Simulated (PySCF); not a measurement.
Run report: GeF$_{2}$, geometry relaxation

GeF$_{2}$, SMILES [F][Ge][F], computed with HF/aug-pc-1, RHF (PySCF 2.14.0).

The geometry comes from this level: GFN2-xTB symmetrised. Figures and captions count atoms from 1; the log counts them from 0 in places.

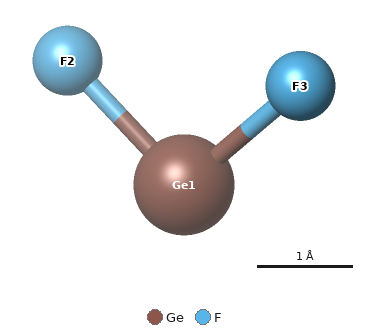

Figure 1. The structure as given in the input (ball-and-stick view, seen at a tilt; atoms are numbered from 1 in the order of the input). Sticks mark near contacts. Bond lengths as drawn: F–Ge 1.80 Å.

The input (job.py):
```python
import numpy
from pyscf import gto, symm
from pyscf.hessian import thermo
from pyscf.geomopt.geometric_solver import kernel as optimise

mol = gto.Mole()
mol.atom = '''
Ge     0.009940    -0.007805    -0.790760
F      2.481078    -0.027847     1.543576
F     -2.519084     0.057691     1.479877
'''
mol.verbose = 3
mol.unit = 'bohr'
mol.max_memory = 1860
mol.basis = 'aug-pc-1'
mol.spin = 0
mol.build()

calc0 = mol.RHF()
calc0.conv_tol = 1e-10
converged, mol_eq = optimise(calc0, maxsteps=60, convergence_set='GAU_TIGHT')
print('converged:', converged)
print(mol_eq.tostring())

calc0.reset(mol_eq)
mol = mol_eq
calc0.kernel()
if not calc0.converged:
    calc0 = calc0.newton().run(calc0.mo_coeff, calc0.mo_occ)
e_final = calc0.e_tot
print('E = %.10f Eh' % e_final)
hess = calc0.Hessian().kernel()
modes = thermo.harmonic_analysis(mol, hess)
print('frequencies (1/cm)', numpy.round(modes['freq_wavenumber'], 1))
symm.geom.TOLERANCE = 1e-3  # for the symmetry number
th = thermo.thermo(calc0, modes['freq_au'], 298.15, 101325)
thermo.dump_thermo(mol, th)
```

Machine: 1 thread of Arm Neoverse V2, 24 GiB of memory available, shared host.

Launched with:
```bash
OMP_NUM_THREADS=1 python job.py
```

Log:
```
#|     Arguments passed to driver run_optimizer():      |#
convergence_set           GAU_TIGHT
customengine              <pyscf.geomopt.geometric_solver.PySCFEngine object>
maxiter                   60
----------------------------------------------------------
Custom engine selected.
Bonds will be generated from interatomic distances less than 1.20 times sum of covalent radii
9 internal coordinates being used (instead of 9 Cartesians)
Internal coordinate system (atoms numbered from 1):
Distance 1-2
Distance 1-3
Angle 2-1-3
Translation-X 1-3
Translation-Y 1-3
Translation-Z 1-3
Rotation-A 1-3
Rotation-B 1-3
Rotation-C 1-3
<class 'geometric.internal.Distance'> : 2
<class 'geometric.internal.Angle'> : 1
<class 'geometric.internal.TranslationX'> : 1
<class 'geometric.internal.TranslationY'> : 1
<class 'geometric.internal.TranslationZ'> : 1
<class 'geometric.internal.RotationA'> : 1
<class 'geometric.internal.RotationB'> : 1
<class 'geometric.internal.RotationC'> : 1
> ===== Optimization Info: ====
> Job type: Energy minimization
> Maximum number of optimization cycles: 60
> Initial / maximum trust radius (Angstrom): 0.100 / 0.300
> Convergence Criteria:
> Will converge when all 5 criteria are reached:
>  |Delta-E| < 1.00e-06
>  RMS-Grad  < 1.00e-05
>  Max-Grad  < 1.50e-05
>  RMS-Disp  < 4.00e-05
>  Max-Disp  < 6.00e-05
> === End Optimization Info ===

Geometry optimization cycle 1
Cartesian coordinates (Angstrom)
 Atom        New coordinates             dX        dY        dZ
  Ge   0.005260  -0.004130  -0.418452    0.000000  0.000000  0.000000
   F   1.312930  -0.014736   0.816825    0.000000  0.000000  0.000000
   F  -1.333042   0.030529   0.783117    0.000000  0.000000  0.000000
converged SCF energy = -2274.1637251343
--------------- RHF_Scanner gradients ---------------
         x                y                z
0 Ge     0.0004208054    -0.0003305056    -0.0334838949
1 F     0.0162087797    -0.0001156305     0.0169511628
2 F    -0.0166295850     0.0004461360     0.0165327321
----------------------------------------------
cycle 1: E = -2274.16372513  dE = -2274.16  norm(grad) = 0.047134
Step    0 : Gradient = 2.721e-02/3.349e-02 (rms/max) Energy = -2274.1637251343
Hessian Eigenvalues: 5.00000e-02 5.00000e-02 5.00000e-02 ... 2.50000e-01 2.62039e-01 2.62039e-01

Geometry optimization cycle 2
Cartesian coordinates (Angstrom)
 Atom        New coordinates             dX        dY        dZ
  Ge   0.004904  -0.003850  -0.390105   -0.000356  0.000280  0.028347
   F   1.287892  -0.014445   0.802331   -0.025038  0.000291 -0.014495
   F  -1.307648   0.029957   0.769265    0.025394 -0.000571 -0.013852
converged SCF energy = -2274.16597402101
--------------- RHF_Scanner gradients ---------------
         x                y                z
0 Ge     0.0000084338    -0.0000066331    -0.0006720229
1 F     0.0002330351    -0.0000007421     0.0003390402
2 F    -0.0002414689     0.0000073751     0.0003329827
----------------------------------------------
cycle 2: E = -2274.16597402  dE = -0.00224889  norm(grad) = 0.000888945
Step    1 : Displace = 2.874e-02/2.893e-02 (rms/max) Trust = 1.000e-01 (=) Grad = 5.132e-04/6.721e-04 (rms/max) E (change) = -2274.1659740210 (-2.249e-03) Quality = 1.057
Hessian Eigenvalues: 5.00000e-02 5.00000e-02 5.00000e-02 ... 2.48929e-01 2.58428e-01 2.62039e-01

Geometry optimization cycle 3
Cartesian coordinates (Angstrom)
 Atom        New coordinates             dX        dY        dZ
  Ge   0.004893  -0.003842  -0.389211   -0.000011  0.000009  0.000894
   F   1.287996  -0.014451   0.801885    0.000103 -0.000006 -0.000446
   F  -1.307740   0.029955   0.768817   -0.000092 -0.000003 -0.000448
converged SCF energy = -2274.16597475141
--------------- RHF_Scanner gradients ---------------
         x                y                z
0 Ge    -0.0000008485     0.0000006665     0.0000675293
1 F    -0.0000395211     0.0000003501    -0.0000342737
2 F     0.0000403695    -0.0000010166    -0.0000332556
----------------------------------------------
cycle 3: E = -2274.16597475  dE = -7.30401e-07  norm(grad) = 0.000100174
Step    2 : Displace = 6.373e-04/8.942e-04 (rms/max) Trust = 1.414e-01 (+) Grad = 5.784e-05/6.754e-05 (rms/max) E (change) = -2274.1659747514 (-7.304e-07) Quality = 0.904
Hessian Eigenvalues: 5.00000e-02 5.00000e-02 5.00000e-02 ... 2.42723e-01 2.62039e-01 2.90710e-01

Geometry optimization cycle 4
Cartesian coordinates (Angstrom)
 Atom        New coordinates             dX        dY        dZ
  Ge   0.004893  -0.003842  -0.389244    0.000000 -0.000000 -0.000033
   F   1.288079  -0.014452   0.801902    0.000084 -0.000001  0.000017
   F  -1.307824   0.029956   0.768832   -0.000084  0.000002  0.000015
converged SCF energy = -2274.16597476085
--------------- RHF_Scanner gradients ---------------
         x                y                z
0 Ge     0.0000000072    -0.0000000056    -0.0000005692
1 F     0.0000003390    -0.0000000031     0.0000002890
2 F    -0.0000003462     0.0000000087     0.0000002803
----------------------------------------------
cycle 4: E = -2274.16597476  dE = -9.43373e-09  norm(grad) = 8.49093e-07
Step    3 : Displace = 7.234e-05/8.553e-05 (rms/max) Trust = 2.000e-01 (+) Grad = 4.902e-07/5.693e-07 (rms/max) E (change) = -2274.1659747608 (-9.434e-09) Quality = 0.996
Hessian Eigenvalues: 5.00000e-02 5.00000e-02 5.00000e-02 ... 2.42734e-01 2.62039e-01 2.93175e-01

Geometry optimization cycle 5
Cartesian coordinates (Angstrom)
 Atom        New coordinates             dX        dY        dZ
  Ge   0.004893  -0.003842  -0.389244   -0.000000  0.000000  0.000000
   F   1.288079  -0.014452   0.801902   -0.000001  0.000000 -0.000000
   F  -1.307823   0.029956   0.768832    0.000001 -0.000000 -0.000000
converged SCF energy = -2274.16597476085
--------------- RHF_Scanner gradients ---------------
         x                y                z
0 Ge    -0.0000000028     0.0000000022     0.0000002226
1 F    -0.0000002412     0.0000000031    -0.0000001144
2 F     0.0000002440    -0.0000000052    -0.0000001082
----------------------------------------------
cycle 5: E = -2274.16597476  dE = -4.09273e-12  norm(grad) = 4.38258e-07
```

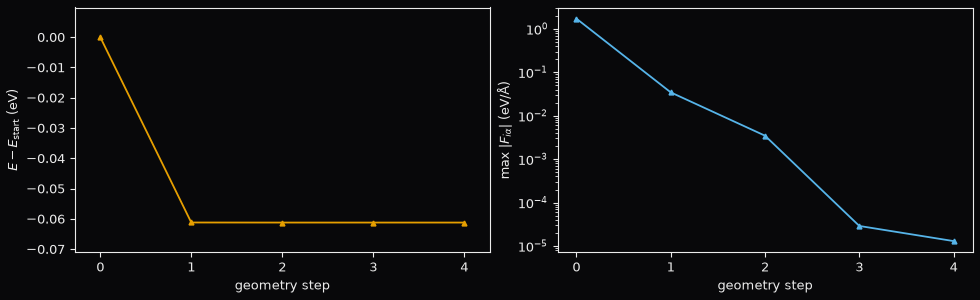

Figure 2. Progress of the relaxation, step by step (steps are counted from 0).

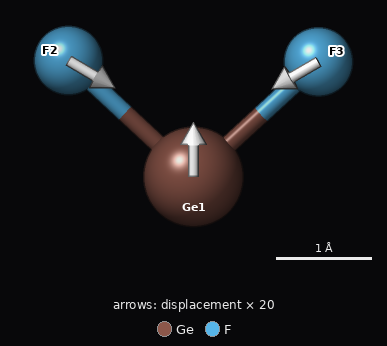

Figure 3. The starting structure with the displacements as white arrows, magnified 20 times (ball-and-stick view, seen on its broad side). The two geometries are laid on each other by the best rigid fit. The largest moves after the best rigid fit, 0.029 Å, are those of Ge1, F2 and F3. Largest moves by element: Ge 0.029 Å, F 0.029 Å. Among the contacts that change: Ge1–F2 1.799 → 1.751 Å. The energy falls by 0.061 eV in 4 geometry steps. The largest force component goes from 1.7 to under 0.0001 eV/Å. (Atoms are counted from 1 in the order of the input.)

```
Step    4 : Displace = 6.292e-07/7.494e-07 (rms/max) Trust = 2.828e-01 (+) Grad = 2.530e-07/2.669e-07 (rms/max) E (change) = -2274.1659747609 (-4.093e-12) Quality = 5.993
Hessian Eigenvalues: 5.00000e-02 5.00000e-02 5.00000e-02 ... 2.42734e-01 2.62039e-01 2.93175e-01
Converged! =D

converged: True
Ge          0.00489299       -0.00384192       -0.38924370
F           1.28807853       -0.01445188        0.80190202
F          -1.30782341        0.02995634        0.76883193
converged SCF energy = -2274.16597476084
E = -2274.1659747608 Eh
frequencies (1/cm) [275.6 681.9 710.3]
temperature 298.1500 [K]
pressure 101325.00 [Pa]
Rotational constants [GHz] 14.67965 7.89144 5.13239
Symmetry number 2
Zero-point energy (ZPE) 0.00380 [Eh]   9975.721 [J/mol]
                           tot       elec      trans        rot        vib
Entropy [J/mol/K]       270.418      0.000    167.440     93.843      9.135
Cv [J/mol/K]             39.137      0.000     12.472     12.472     14.194
Cp [J/mol/K]             47.451      0.000     20.786     12.472     14.194
Internal energy [J/mol]                      3718.434   3718.434  11761.807
Internal energy [Eh]   -2274.15866  -2274.16597
Enthalpy [J/mol]                             6197.391   3718.434  11761.807
Enthalpy [Eh]          -2274.15772
Gibbs free energy [J/mol]                  -43724.732 -24260.987   9038.344
Gibbs free energy [Eh] -2274.18843
```

Trajectory as extended XYZ (Å, eV, eV/Å), 5 frames, from step=0 to step=4:
```
3
Properties=species:S:1:pos:R:3:forces:R:3 step=0 energy=-61883.14751
Ge    0.0053   -0.0041   -0.4185   -0.0216   0.0170   1.7218
F     1.3129   -0.0147    0.8168   -0.8335   0.0059  -0.8717
F    -1.3330    0.0305    0.7831    0.8551  -0.0229  -0.8501
3
Properties=species:S:1:pos:R:3:forces:R:3 step=1 energy=-61883.20871
Ge    0.0049   -0.0039   -0.3901   -0.0004   0.0003   0.0346
F     1.2879   -0.0144    0.8023   -0.0120   0.0000  -0.0174
F    -1.3076    0.0300    0.7693    0.0124  -0.0004  -0.0171
3
Properties=species:S:1:pos:R:3:forces:R:3 step=2 energy=-61883.20873
Ge    0.0049   -0.0038   -0.3892    0.0000   0.0000  -0.0035
F     1.2880   -0.0145    0.8019    0.0020   0.0000   0.0018
F    -1.3077    0.0300    0.7688   -0.0021   0.0001   0.0017
3
Properties=species:S:1:pos:R:3:forces:R:3 step=3 energy=-61883.20873
Ge    0.0049   -0.0038   -0.3892    0.0000   0.0000   0.0000
F     1.2881   -0.0145    0.8019    0.0000   0.0000   0.0000
F    -1.3078    0.0300    0.7688    0.0000   0.0000   0.0000
3
Properties=species:S:1:pos:R:3:forces:R:3 step=4 energy=-61883.20873
Ge    0.0049   -0.0038   -0.3892    0.0000   0.0000   0.0000
F     1.2881   -0.0145    0.8019    0.0000   0.0000   0.0000
F    -1.3078    0.0300    0.7688    0.0000   0.0000   0.0000
```

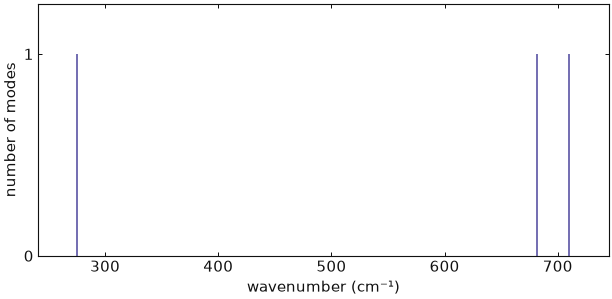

Figure 4. Harmonic vibrational wavenumbers from the force constants; neighbouring modes closer than 3 cm⁻¹ are counted in one stick. 3 modes from 276 to 710 cm⁻¹, none imaginary.

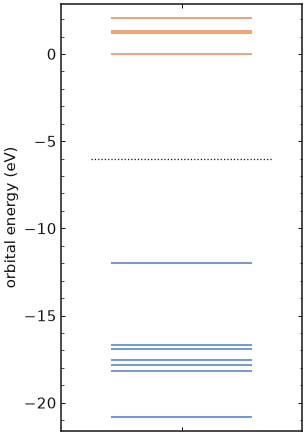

Figure 5. Orbital energies near the frontier; the dotted line parts filled from empty levels, and levels within 0.02 eV of each other stand side by side. Highest filled −11.97 eV, lowest empty −0.02 eV, 11.95 eV apart.

Results in brief:

```tsv
quantity	value
outcome	converged
total energy	−2274.165975 hartree
basis functions	82
HOMO	−11.97 eV
LUMO	−0.02 eV
zero-point energy	0.003800 hartree
dipole moment	2.91 D
wavenumbers, lowest and highest	276 and 710 cm⁻¹
wall time	83 s
peak memory	0.22 GiB
```
